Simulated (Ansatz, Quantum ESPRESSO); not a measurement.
# YHf (Pm-3m): phonons by linear response, part 2 of 4

How does YHf (Pm-3m) vibrate, and is this structure a minimum?

Quantum ESPRESSO 7.5; DFT LDA, scalar-relativistic, plane waves, JTH PAW pseudopotentials.

So far. Step 2 (A first look): No gap opens on this mesh, so smearing is kept; the start stands at -5.0 GPa. Step 4 (Ground state): The cell stands at -0.077 GPa, close enough for phonons. The relaxed cell has a = 3.647 Å (conventional setting).

The structure was built from a prototype and need not be the compound's stable phase.

## (5) Phonons on a q mesh

Linear response treats each wavevector in the unit cell, with no supercell; the 2×2×2 mesh fixes the range of the force constants to be had.

ph.in reads:

```
phonons
&inputph
   prefix = 'x'
   outdir = './tmp'
   fildyn = 'x.dyn'
   tr2_ph = 1.0d-18
   alpha_mix(1) = 0.4
   nmix_ph = 8
   ldisp = .true.
   nq1 = 2
   nq2 = 2
   nq3 = 2
/
```

Command:

```bash
$ OMP_NUM_THREADS=1 mpirun -n 4 ph.x -nk 4 -in ph.in > ph.out
```

What it wrote:

```text
[banners, grids, parts of the stress and lines that vanish by symmetry left out]
[banner, memory and clock lines left out]
Program PHONON v.7.5

     ./tmp/x.save/

     file Hf.upf: wavefunction(s)  5S 5P 6P 5D 0D renormalized
     file Y.upf: wavefunction(s)  5S 5P 4D 0D renormalized

     IMPORTANT: XC functional enforced from input :
     Exchange-correlation= PW
                           (   1   4   0   0   0   0   0)
     Any further DFT definition will be discarded
     Please, verify this is what you really want

     G-vector sticks info

     Check: negative core charge=   -0.000019
     Reading collected, re-writing distributed wavefunctions in ./tmp/

     Dynamical matrices for ( 2, 2, 2)  uniform grid of q-points
     (   4 q-points):
       N         xq(1)         xq(2)         xq(3)
       1   0.000000000   0.000000000   0.000000000
       2   0.000000000   0.000000000  -0.500000000
       3   0.000000000  -0.500000000  -0.500000000
       4  -0.500000000  -0.500000000  -0.500000000

     Number and degeneracy of irreps per q-point
       N         xq(1)         xq(2)         xq(3)   N irreps
       1   0.000000000   0.000000000   0.000000000       2
        3   3
       2   0.000000000   0.000000000  -0.500000000       4
        1   2   1   2
       3   0.000000000  -0.500000000  -0.500000000       4
        1   1   2   2
       4  -0.500000000  -0.500000000  -0.500000000       2
        3   3

     Calculation of q =    0.0000000   0.0000000   0.0000000

     phonons

     bravais-lattice index     =            0
     lattice parameter (alat)  =       6.8918  a.u.
     unit-cell volume          =     327.3444 (a.u.)^3
     number of atoms/cell      =            2
     number of atomic types    =            2
     kinetic-energy cut-off    =      40.0000  Ry
     charge density cut-off    =     200.0000  Ry
     convergence threshold     =      1.0E-18
     beta                      =       0.4000
     number of iterations used =            8
     Exchange-correlation= PW
                           (   1   4   0   0   0   0   0)

     celldm(1)=    6.89184  celldm(2)=    0.00000  celldm(3)=    0.00000
     celldm(4)=    0.00000  celldm(5)=    0.00000  celldm(6)=    0.00000

     crystal axes: (cart. coord. in units of alat)
               a(1) = (  1.0000  0.0000  0.0000 )
               a(2) = (  0.0000  1.0000  0.0000 )
               a(3) = (  0.0000  0.0000  1.0000 )

     reciprocal axes: (cart. coord. in units 2 pi/alat)
               b(1) = (  1.0000  0.0000  0.0000 )
               b(2) = (  0.0000  1.0000  0.0000 )
               b(3) = (  0.0000  0.0000  1.0000 )

     Atoms inside the unit cell:

     Cartesian axes

     site n.  atom      mass           positions (alat units)
        1  Hf    178.4900   tau(    1) = (    0.00000    0.00000    0.00000  )
        2  Y      88.9058   tau(    2) = (    0.50000    0.50000    0.50000  )

     Computing dynamical matrix for
                    q = (   0.0000000   0.0000000   0.0000000 )

     49 Sym.Ops. (with q -> -q+G )

     G cutoff =  240.6247  (  15515 G-vectors)     FFT grid: ( 32, 32, 32)
     G cutoff =  192.4998  (  11075 G-vectors)  smooth grid: ( 27, 27, 27)

     number of k points=    35  Gaussian smearing, width (Ry)=  0.0200

     PseudoPot. # 1 for Hf read from file:
     ./pseudo/Hf.upf
     Pseudo is Projector augmented-wave + core cor, Zval = 12.0
     Shape of augmentation charge: SINC**2
     Using radial grid of 1119 points,  6 beta functions with:
                l(1) =   0
                l(2) =   0
                l(3) =   1
                l(4) =   1
                l(5) =   2
                l(6) =   2
     Q(r) pseudized with 0 coefficients

     PseudoPot. # 2 for Y  read from file:
     ./pseudo/Y.upf
     Pseudo is Projector augmented-wave + core cor, Zval = 11.0
     Shape of augmentation charge: BESSEL
     Using radial grid of 1070 points,  6 beta functions with:
                l(1) =   0
                l(2) =   0
                l(3) =   1
                l(4) =   1
                l(5) =   2
                l(6) =   2
     Q(r) pseudized with 0 coefficients

     Mode symmetry, O_h (m-3m)  point group:

     Atomic displacements:
     There are    2 irreducible representations

     Representation     1      3 modes -  To be done

     Representation     2      3 modes -  To be done

     Alpha used in Ewald sum =   1.9000

     Representation #   1 modes #   1   2   3

     Self-consistent Calculation
      iter #   1   av.it.:   7.3
      thresh= 1.000E-02 alpha_mix =  0.400 |ddv_scf|^2 =  3.012E-06
      iter #   2   av.it.:  12.7
      thresh= 1.736E-04 alpha_mix =  0.400 |ddv_scf|^2 =  4.946E-08
      iter #   3   av.it.:  13.3
      thresh= 2.224E-05 alpha_mix =  0.400 |ddv_scf|^2 =  5.799E-09
      iter #   4   av.it.:  13.6
      thresh= 7.615E-06 alpha_mix =  0.400 |ddv_scf|^2 =  2.207E-10
      iter #   5   av.it.:  13.9
      thresh= 1.486E-06 alpha_mix =  0.400 |ddv_scf|^2 =  8.329E-12
      iter #   6   av.it.:  13.2
      thresh= 2.886E-07 alpha_mix =  0.400 |ddv_scf|^2 =  3.590E-13
      iter #   7   av.it.:  12.1
      thresh= 5.992E-08 alpha_mix =  0.400 |ddv_scf|^2 =  1.588E-14
      iter #   8   av.it.:  14.7
      thresh= 1.260E-08 alpha_mix =  0.400 |ddv_scf|^2 =  8.249E-17
      iter #   9   av.it.:  14.2
      thresh= 9.082E-10 alpha_mix =  0.400 |ddv_scf|^2 =  2.430E-18
      iter #  10   av.it.:  14.1
      thresh= 1.559E-10 alpha_mix =  0.400 |ddv_scf|^2 =  2.674E-20

     End of self-consistent calculation

     Convergence has been achieved

     Representation #   2 modes #   4   5   6

     Self-consistent Calculation
      iter #   1   av.it.:   7.5
      thresh= 1.000E-02 alpha_mix =  0.400 |ddv_scf|^2 =  3.378E-06
      iter #   2   av.it.:  12.9
      thresh= 1.838E-04 alpha_mix =  0.400 |ddv_scf|^2 =  5.685E-08
      iter #   3   av.it.:  13.2
      thresh= 2.384E-05 alpha_mix =  0.400 |ddv_scf|^2 =  8.768E-09
      iter #   4   av.it.:  13.6
      thresh= 9.364E-06 alpha_mix =  0.400 |ddv_scf|^2 =  2.001E-10
[...]
End of self-consistent calculation

     Convergence has been achieved

     Number of q in the star =    1
     List of q in the star:
          1   0.000000000   0.000000000   0.000000000

     Diagonalizing the dynamical matrix

     q = (    0.000000000   0.000000000   0.000000000 )

 **************************************************************************
     freq (    1) =       0.057976 [THz] =       1.933879 [cm-1]
     freq (    2) =       0.057976 [THz] =       1.933879 [cm-1]
     freq (    3) =       0.057976 [THz] =       1.933879 [cm-1]
     freq (    4) =       4.448522 [THz] =     148.386729 [cm-1]
     freq (    5) =       4.448522 [THz] =     148.386729 [cm-1]
     freq (    6) =       4.448522 [THz] =     148.386729 [cm-1]
 **************************************************************************

     Mode symmetry, O_h (m-3m)  point group:

     freq (   1-   3) =          1.9  [cm-1]   --> T_1u G_15  G_4- I
     freq (   4-   6) =        148.4  [cm-1]   --> T_1u G_15  G_4- I

     Calculation of q =    0.0000000   0.0000000  -0.5000000
     [... set-up and bands at k+q left out ...]

     Mode symmetry, D_4h(4/mmm) point group:

     Atomic displacements:
     There are    4 irreducible representations

     Representation     1      1 modes -  To be done

     Representation     2      2 modes -  To be done

     Representation     3      1 modes -  To be done

     Representation     4      2 modes -  To be done

     Message from routine init_vloc:
     Interpolation table for Vloc re-allocated

     Alpha used in Ewald sum =   1.9000

     Representation #   1 mode #   1

     Self-consistent Calculation

[...]
End of self-consistent calculation

     Convergence has been achieved

     Representation #   2 modes #   2   3

     Self-consistent Calculation

[...]
End of self-consistent calculation

     Convergence has been achieved

     Representation #   3 mode #   4

     Self-consistent Calculation

[...]
End of self-consistent calculation

     Convergence has been achieved

     Representation #   4 modes #   5   6

     Self-consistent Calculation

[...]
End of self-consistent calculation

     Convergence has been achieved

     Number of q in the star =    3
     List of q in the star:
          1   0.000000000   0.000000000  -0.500000000
          2   0.000000000  -0.500000000   0.000000000
          3  -0.500000000   0.000000000   0.000000000

     Diagonalizing the dynamical matrix

     q = (    0.000000000   0.000000000  -0.500000000 )

 **************************************************************************
     freq (    1) =      -0.543593 [THz] =     -18.132303 [cm-1]
     freq (    2) =       2.328618 [THz] =      77.674336 [cm-1]
     freq (    3) =       2.328618 [THz] =      77.674336 [cm-1]
     freq (    4) =       3.086229 [THz] =     102.945516 [cm-1]
     freq (    5) =       3.086229 [THz] =     102.945516 [cm-1]
     freq (    6) =       3.660674 [THz] =     122.106924 [cm-1]
 **************************************************************************

     Mode symmetry, D_4h(4/mmm) point group:

     freq (   1-   1) =        -18.1  [cm-1]   --> A_2u X_4' M_4'
     freq (   2-   3) =         77.7  [cm-1]   --> E_u  X_5' M_5'
     freq (   4-   5) =        102.9  [cm-1]   --> E_g  X_5  M_5
     freq (   6-   6) =        122.1  [cm-1]   --> A_1g X_1  M_1

     Calculation of q =    0.0000000  -0.5000000  -0.5000000
     [... set-up and bands at k+q left out ...]

     Mode symmetry, D_4h(4/mmm) point group:

     Atomic displacements:
     There are    4 irreducible representations

     Representation     1      1 modes -  To be done

     Representation     2      1 modes -  To be done

     Representation     3      2 modes -  To be done

     Representation     4      2 modes -  To be done

     Alpha used in Ewald sum =   1.9000

     Representation #   1 mode #   1

     Self-consistent Calculation

[...]
End of self-consistent calculation

     Convergence has been achieved

     Representation #   2 mode #   2

     Self-consistent Calculation

[...]
End of self-consistent calculation

     Convergence has been achieved

     Representation #   3 modes #   3   4

     Self-consistent Calculation

[...]
End of self-consistent calculation

     Convergence has been achieved

     Representation #   4 modes #   5   6

     Self-consistent Calculation

[...]
End of self-consistent calculation

     Convergence has been achieved

     Number of q in the star =    3
     List of q in the star:
          1   0.000000000  -0.500000000  -0.500000000
          2  -0.500000000  -0.500000000   0.000000000
          3  -0.500000000   0.000000000  -0.500000000

     Diagonalizing the dynamical matrix

     q = (    0.000000000  -0.500000000  -0.500000000 )

 **************************************************************************
     freq (    1) =      -2.804249 [THz] =     -93.539672 [cm-1]
     freq (    2) =      -2.804249 [THz] =     -93.539672 [cm-1]
     freq (    3) =       2.347564 [THz] =      78.306302 [cm-1]
     freq (    4) =       2.731471 [THz] =      91.112067 [cm-1]
     freq (    5) =       4.111371 [THz] =     137.140588 [cm-1]
     freq (    6) =       4.111371 [THz] =     137.140588 [cm-1]
 **************************************************************************

     Mode symmetry, D_4h(4/mmm) point group:

     freq (   1-   2) =        -93.5  [cm-1]   --> E_u  X_5' M_5'
     freq (   3-   3) =         78.3  [cm-1]   --> B_1u X_2' M_2'
     freq (   4-   4) =         91.1  [cm-1]   --> A_2u X_4' M_4'
     freq (   5-   6) =        137.1  [cm-1]   --> E_u  X_5' M_5'

     Calculation of q =   -0.5000000  -0.5000000  -0.5000000
     [... set-up and bands at k+q left out ...]

     Mode symmetry, O_h (m-3m)  point group:

     Atomic displacements:
     There are    2 irreducible representations

     Representation     1      3 modes -  To be done

     Representation     2      3 modes -  To be done

     Alpha used in Ewald sum =   1.9000

     Representation #   1 modes #   1   2   3

     Self-consistent Calculation

[...]
End of self-consistent calculation

     Convergence has been achieved

     Representation #   2 modes #   4   5   6

     Self-consistent Calculation

[...]
iter #   4   av.it.:  13.7
      thresh= 1.001E-05 alpha_mix =  0.400 |ddv_scf|^2 =  9.003E-11

      iter #   5   av.it.:  14.2
      thresh= 9.488E-07 alpha_mix =  0.400 |ddv_scf|^2 =  9.026E-12

      iter #   6   av.it.:  14.4
      thresh= 3.004E-07 alpha_mix =  0.400 |ddv_scf|^2 =  1.005E-12

      iter #   7   av.it.:  13.1
      thresh= 1.003E-07 alpha_mix =  0.400 |ddv_scf|^2 =  1.602E-15

      iter #   8   av.it.:  14.4
      thresh= 4.003E-09 alpha_mix =  0.400 |ddv_scf|^2 =  1.824E-16

      iter #   9   av.it.:  14.4
      thresh= 1.351E-09 alpha_mix =  0.400 |ddv_scf|^2 =  8.193E-18

      iter #  10   av.it.:  13.4
      thresh= 2.862E-10 alpha_mix =  0.400 |ddv_scf|^2 =  2.862E-20

     End of self-consistent calculation

     Convergence has been achieved

     Number of q in the star =    1
     List of q in the star:
          1  -0.500000000  -0.500000000  -0.500000000

     Diagonalizing the dynamical matrix

     q = (   -0.500000000  -0.500000000  -0.500000000 )

 **************************************************************************
     freq (    1) =      -1.751014 [THz] =     -58.407545 [cm-1]
     freq (    2) =      -1.751014 [THz] =     -58.407545 [cm-1]
     freq (    3) =      -1.751014 [THz] =     -58.407545 [cm-1]
     freq (    4) =       2.700261 [THz] =      90.071025 [cm-1]
     freq (    5) =       2.700261 [THz] =      90.071025 [cm-1]
     freq (    6) =       2.700261 [THz] =      90.071025 [cm-1]
 **************************************************************************

     Mode symmetry, O_h (m-3m)  point group:

     freq (   1-   3) =        -58.4  [cm-1]   --> T_1u G_15  G_4-
     freq (   4-   6) =         90.1  [cm-1]   --> T_2g G_25' G_5+


[key lines of the parts left out:]
the Fermi energy is    13.1000 ev
```

The job ended after 8.2 min (4 MPI ranks of Arm Neoverse V1, shared host; 33 min of CPU time).

Numbers from this step:

```yaml
largest_acoustic_frequency_at_the_zone_centre_before_the_sum_rule: 1.93 cm⁻¹
highest_optical_zone_centre_mode_no_lo_to_term: 148.4 cm⁻¹
lowest_optical_zone_centre_mode: 148.4 cm⁻¹
lowest_mode_on_the_q_mesh_acoustic_ones_at_the_zone_centre_apart: -93.54 cm⁻¹
```

Frequencies (cm⁻¹) at each irreducible wavevector; negative means imaginary. Frequencies by wavevector:

| q (fractions) | star | mode 1 | mode 2 | mode 3 | mode 4 | mode 5 | mode 6 |
| --- | --- | --- | --- | --- | --- | --- | --- |
| 0 0 0 | 1 | 1.93 | 1.93 | 1.93 | 148.4 | 148.4 | 148.4 |
| 0 0 -0.5 | 3 | -18.13 | 77.67 | 77.67 | 103 | 103 | 122.1 |
| 0 -0.5 -0.5 | 3 | -93.54 | -93.54 | 78.31 | 91.11 | 137.1 | 137.1 |
| -0.5 -0.5 -0.5 | 1 | -58.41 | -58.41 | -58.41 | 90.07 | 90.07 | 90.07 |

The acoustic modes at Γ come out as far as 1.9 cm⁻¹ from zero, where they should vanish, a small numerical error.

## (6) Fourier transform to real space

The dynamical matrices of the mesh are Fourier-transformed to force constants in real space.

q2r.in reads:

```
&input
   fildyn = 'x.dyn'
   zasr = 'simple'
   flfrc = 'x.fc'
/
```

Command:

```bash
$ q2r.x < q2r.in > q2r.out
```

What it wrote:

```text
[banners, grids, parts of the stress and lines that vanish by symmetry left out]
[banner, memory and clock lines left out]
Program Q2R v.7.5

  reading grid info from file x.dyn0

  reading force constants from file x.dyn1
  Dielectric Tensor not found
  nqs=            1
 q=   0.00000000  0.00000000  0.00000000
  reading force constants from file x.dyn2
  nqs=            3
 q=   0.00000000  0.00000000 -0.50000000
[...]
reading force constants from file x.dyn3
  nqs=            3
[...]
q=  -0.50000000  0.00000000 -0.50000000
  reading force constants from file x.dyn4
  nqs=            1
 q=  -0.50000000 -0.50000000 -0.50000000

      q-space grid ok, #points =    8

      fft-check success (sum of imaginary terms < 10^-12)
```

Run time: 0.45 s. Hardware: 1 thread.

## (7) Dispersion

From the force constants any wavevector is cheap; points of the mesh come back as solved, but for the sum rule and, in polar crystals, the LO-TO term at Γ; the rest is interpolation.

matdyn.in reads:

```
&input
   asr = 'simple'
   flfrc = 'x.fc'
   flfrq = 'x.freq'
   flvec = 'x.modes'
   q_in_band_form = .true.
   q_in_cryst_coord = .true.
/
8
  0.0000000   0.0000000   0.0000000  12  ! GAMMA
  0.0000000   0.5000000   0.0000000  12  ! X
  0.5000000   0.5000000   0.0000000  12  ! M
  0.0000000   0.0000000   0.0000000  12  ! GAMMA
  0.5000000   0.5000000   0.5000000  12  ! R
  0.0000000   0.5000000   0.0000000   1  ! X
  0.5000000   0.5000000   0.5000000  12  ! R
  0.5000000   0.5000000   0.0000000   1  ! M
```

Command:

```bash
$ matdyn.x -in matdyn.in > matdyn.out
```

What it wrote:

```text
[banner, memory and clock lines left out]
Program MATDYN v.7.5

 mass for atomic type   1 not given; uses mass from file x.fc
 mass for atomic type   2 not given; uses mass from file x.fc
     Message from routine matdyn:
     Z* not found in file x.fc, TO-LO splitting at q=0 will be absent!
     Message from routine matdyn:
     Z* not found in file x.fc, TO-LO splitting at q=0 will be absent!

Note: The following floating-point exceptions are signalling: IEEE_UNDERFLOW_FLAG
```

Elapsed: 0.45 s, on 1 thread.

Numbers from this step:

```yaml
lowest_frequency_on_the_path: -93.56 cm⁻¹
```

Matdyn.x, sum rule simple. Phonon branches along the path, in cm⁻¹:

| point | branch 1 | branch 2 | branch 3 | branch 4 | branch 5 | branch 6 |
| --- | --- | --- | --- | --- | --- | --- |
| Γ | 0 | 0 | 0 | 148 | 148 | 148 |
| X | -18 | 78 | 78 | 103 | 103 | 122 |
| M | -94 | -94 | 78 | 91 | 137 | 137 |
| Γ | 0 | 0 | 0 | 148 | 148 | 148 |
| R | -58 | -58 | -58 | 90 | 90 | 90 |
| X | -18 | 78 | 78 | 103 | 103 | 122 |
| jump to R | -58 | -58 | -58 | 90 | 90 | 90 |
| M | -94 | -94 | 78 | 91 | 137 | 137 |

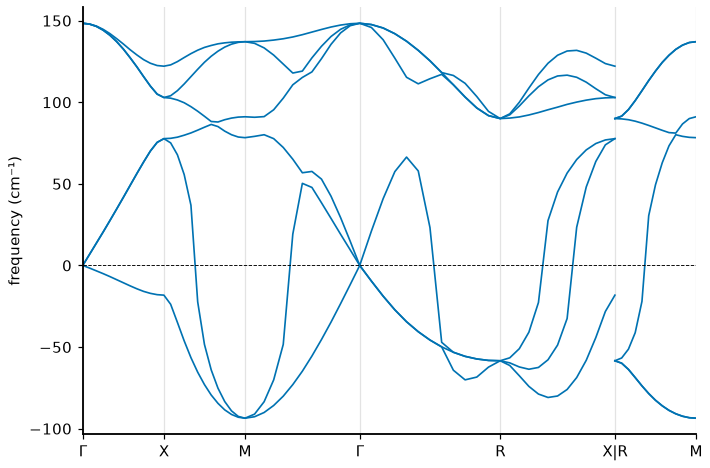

Phonon branches along the path.

Lowest modes at the softest wavevector of the mesh; phase exp(i q.(R + tau)). The modes at q = (0.000, 0.500, 0.500) (shares of kinetic energy by element, %) (negative means imaginary):

| mode | frequency (cm⁻¹) | Hf % | Y % |
| --- | --- | --- | --- |
| 1 | -93.5 | 78 | 22 |
| 2 | -93.5 | 78 | 22 |
| 3 | 78.3 | 0 | 100 |
| 4 | 91.1 | 100 | 0 |
| 5 | 137.1 | 22 | 78 |
| 6 | 137.1 | 22 | 78 |

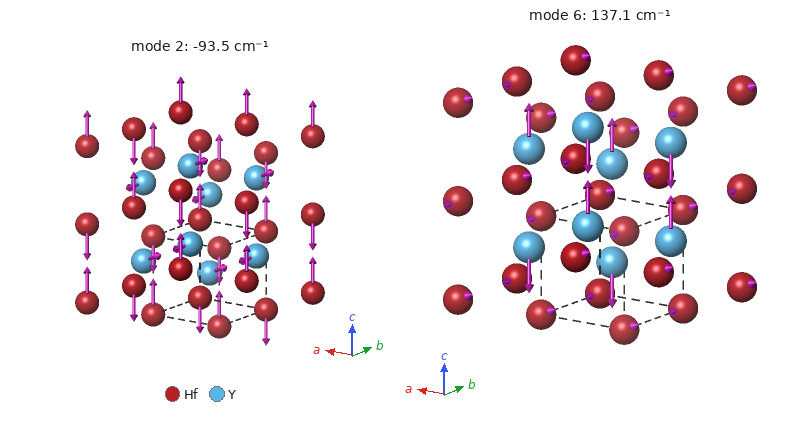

Displacement patterns of modes 2 and 6 at q = (0.000, 0.500, 0.500); arrows are exaggerated. 2×2×2 cells are drawn. Some periodic images of atoms are drawn too.

Force constants by pair (phonopy on the run's constants); pairs near half the supercell's span include their periodic images. Pair force constants, by row:

| atom | neighbour | distance (Å) | third of the trace (eV/Å²) | along the pair's line (eV/Å²) |
| --- | --- | --- | --- | --- |
| Hf1 | itself | 0 | 1.504 | – |
| Hf1 | Y | 3.158 | -0.6006 | -1.913 |
| Hf1 | Hf | 3.647 | 1.128 | 3.039 |
| Hf1 | Hf | 5.158 | -0.0737 | -0.3334 |
| Hf1 | Hf | 6.317 | 0.1377 | 0.1377 |
| Y2 | itself | 0 | 3.71 | – |
| Y2 | Hf | 3.158 | -0.6006 | -1.913 |
| Y2 | Y | 3.647 | 0.3268 | -0.2751 |
| Y2 | Y | 5.158 | 0.0062 | 0.0722 |
| Y2 | Y | 6.317 | 0.0957 | 0.0957 |

Mode patterns, pair constants, displacements and means over the zone were worked out by phonopy from the force constants of q2r.x.

The path dips to 94i cm⁻¹.

[end of part 2 of 4]

[Host names and launcher messages were left out of these logs when they were recorded.]

[Logs are printed without paths, hosts, clocks, repeated set-up lines and the standing remarks that a program may print on its own settings, such as how far it seeks lower states.]

[Hosts, paths, dates, database ids (printed as entryN), source tags and the programs' standing remarks are cut or masked in the printed files.]
